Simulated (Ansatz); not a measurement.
Start from ZrO2 (space group P4_2/nmc, No. 137; a = 3.6208 Å, c = 5.2843 Å).

Now apply this change: an isotropic linear strain of −2.74 %; the atoms relax in the strained cell.

All numbers come from PBE in Ansatz (plane waves to 420 eV, PAW, no spin-orbit coupling), earlier PAW set.

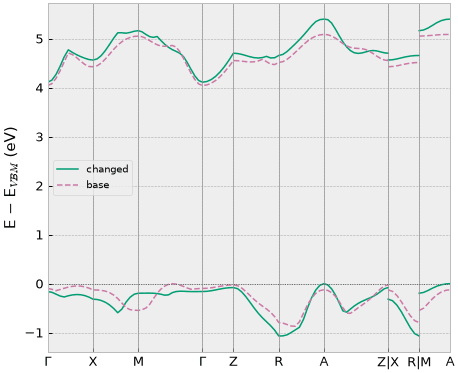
Highest valence and lowest conduction band along the path, each from its own valence-band maximum

Problem. From the figure, how large is the changed gap, and is it direct?

Solution. About 4.1 eV, indirect, A → Γ.

Whether these cells are dynamically stable was not tested. This is not the structure that ZrO2 has at room temperature and ambient pressure.

Ansatz is an electronic-structure program.
